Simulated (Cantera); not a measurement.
Feed: 1 mol SiCl4, 0.016 mol CH4, 140 mol H2, held at 21.0 mbar.

Equilibrium computed with Cantera from the NASA thermochemical tables; the gas is ideal and each condensed phase is pure. Candidate condensed phases: C, C6H6, C7H8, C8H18, Si, SiC; 109 gas species. Mutual solubility and eutectic melting of coexisting phases are not modelled. The tables' values for SiCl are old estimates; treat these amounts as uncertain. Gases not in the tables: Si2H6 and higher silanes. Equilibrium is a limit: real reactors are often held back by kinetics, nucleation or transport.

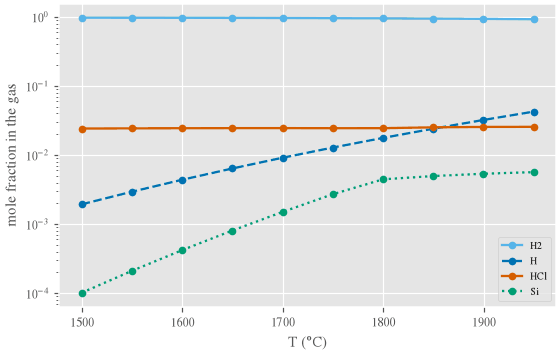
*Equilibrium gas composition (values under 1e-9 drawn at 1e-9)*

Question: Read off the mole fractions at 1900 °C.

Answer: H2 about 0.93, H about 0.032, HCl about 0.026, Si about 0.0054.
